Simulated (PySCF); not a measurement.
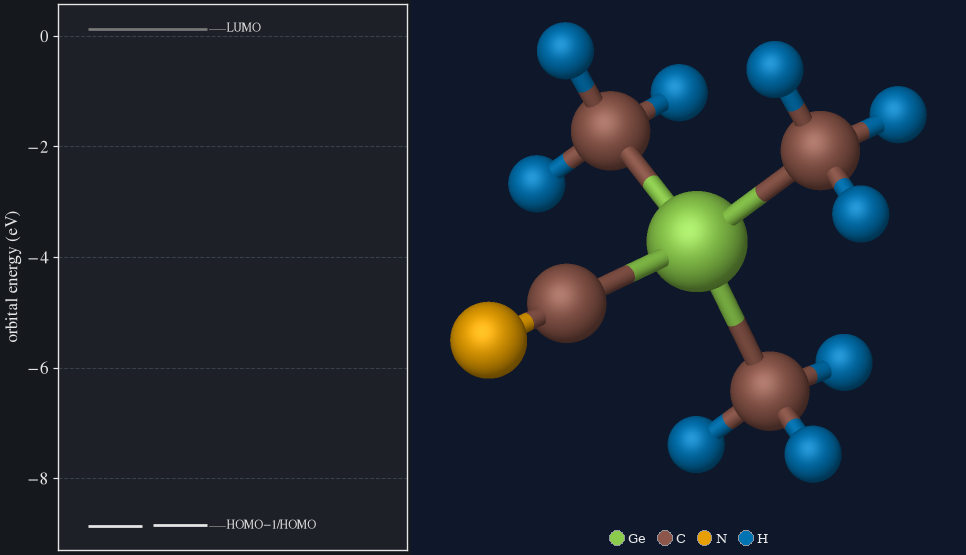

C₄H₉GeN (Ge(CN)Me3), SMILES [CH3][Ge]([CH3])([CH3])[C]#N, singlet. Kohn-Sham orbital energies near the frontier, PBE0/def2-SVPD with PySCF 2.14.0, at a PBE0-D3(BJ)/def2-SVP geometry (no frequency check), isolated molecule; empty levels in grey, levels within 0.03 eV side by side.

Where do the frontier orbitals lie?

HOMO at −8.86 eV, LUMO at 0.13 eV, 8.99 eV apart.

Is the HOMO or the LUMO degenerate, or nearly so?

The HOMO is one of 2 levels that coincide within 0.005 eV and the LUMO stands alone.

Known limits of this run: empty levels above zero depend strongly on the basis.
